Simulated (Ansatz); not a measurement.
# CH₂FGeNOS: what the fields show

Input file:

```
crystal:
  periodic: [false, false, false]
  atoms:
    - { symbol: O, position_ang: [2.2802, 0.2033, 0.7393] }
    - { symbol: C, position_ang: [0.888, 0.0702, 0.407] }
    - { symbol: "N", position_ang: [0.2566, -0.6625, -0.565] }
    - { symbol: Ge, position_ang: [-1.3908, -0.087, -0.3744] }
    - { symbol: F, position_ang: [-1.8687, 1.1137, -1.5859] }
    - { symbol: S, position_ang: [-0.6189, 0.7341, 1.2698] }
    - { symbol: H, position_ang: [2.9779, -0.1967, 0.1769] }
    - { symbol: H, position_ang: [-2.4322, -1.2322, -0.1234] }
basis:
  gaussian: { orbitals: def2-SVP }
hamiltonian:
  xc: b3lyp
  dispersion: d4
relax:
  f_tol: 0.02
  max_steps: 50
output:
  orbitals: {}
```

Command:

```sh
ansatz run input.yaml --threads 2 --pin off --max-ram 3072MiB --backend cpu --events-out ev --progress --plain --runs-dir out
```

The fields are those of the run's last geometry, not of the input's.

Computed with Ansatz 0.2.0, RKS B3LYP-D4/def2-SVP.

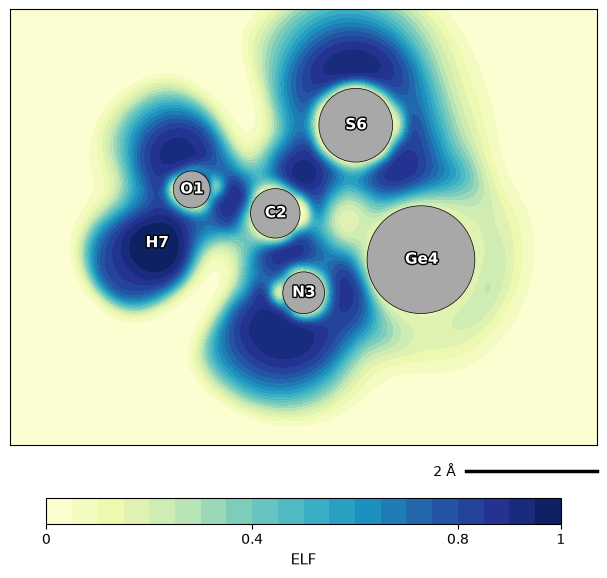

Figure 1. ELF on the plane of atoms O1, C2 and N3. Grey discs cover the atomic cores.

Q: What do the fields say about this system?

A: Atoms in the plane: O, C, N, Ge, S and H. C–N (1.29 Å): the ELF peaks at about 0.90 between the atoms; a covalent bond. C–O (1.33 Å): the ELF peaks at about 0.90 between the atoms: a shared but strongly polarised pair. C–S (1.82 Å): the ELF peaks at about 0.90 between the atoms (a covalent bond). Ge–N (1.86 Å): the ELF peaks at about 0.85 in the valence shell of N, 0.6 Å from its nucleus, and is about 0.50 at the midpoint. Ge–S (2.28 Å): the ELF peaks at about 0.85 in the valence shell of S, 0.9 Å from its nucleus, and is about 0.70 at the midpoint. The ELF also peaks beside N3, O1 and S6, away from the bonds: lone-pair regions.

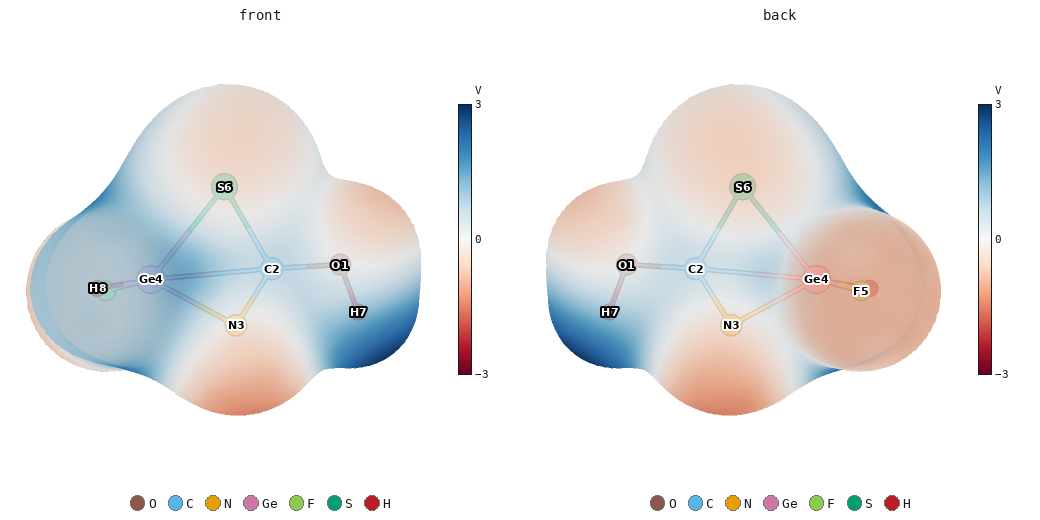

Figure 2. The electrostatic potential painted on the density surface at 0.002 e/bohr³, seen from the front and from behind; the colour scale runs from red (negative) to blue (positive).

Q: Which sites attract a positive test charge, and which a negative one?

A: A positive charge is drawn to the negative regions and a negative charge to the positive ones. The most negative region (about −1.4 V) lies over N3, the most positive (about +2.8 V) over H7. N3 is the likeliest acceptor of a hydrogen bond.

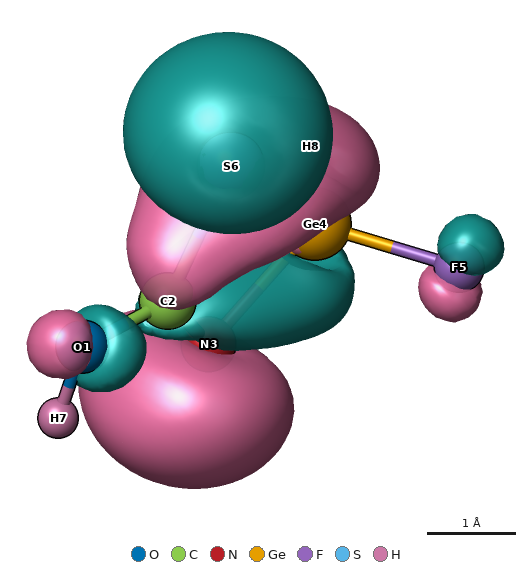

Figure 3. The HOMO−1 at ±0.08 Å⁻³ᐟ² (teal and pink are the two phases), seen at an oblique angle.

Q: What is the character of this orbital?

A: By Hirshfeld shares it lies mainly on N3 (about 50 %), S6 (about 30 %), Ge4 (about 10 %) and C2 (about 5 %); largely a combination of lone pairs on N3 and S6. Its energy is −7.48 eV.
